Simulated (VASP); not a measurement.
Band structure of BN (hex). Method: MS2 meta-GGA, VASP's PBE PAW potentials (set 64) (plane waves; VASP).

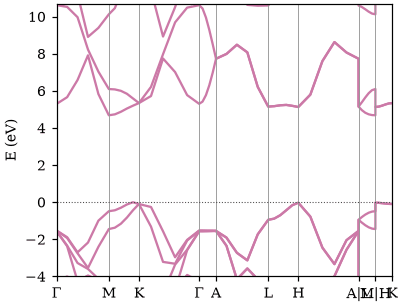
Figure. Bands along high-symmetry lines, zero at the valence-band maximum or, without a gap, the Fermi level

### Question
Read the plot: is there a gap, and where are the band edges?

### Answer
The gap is indirect, 4.68 eV, from the valence maximum at (0.36, 0.27, 0.00) to the conduction minimum at M.

The compound is BN in the hex structure. It was relaxed first.
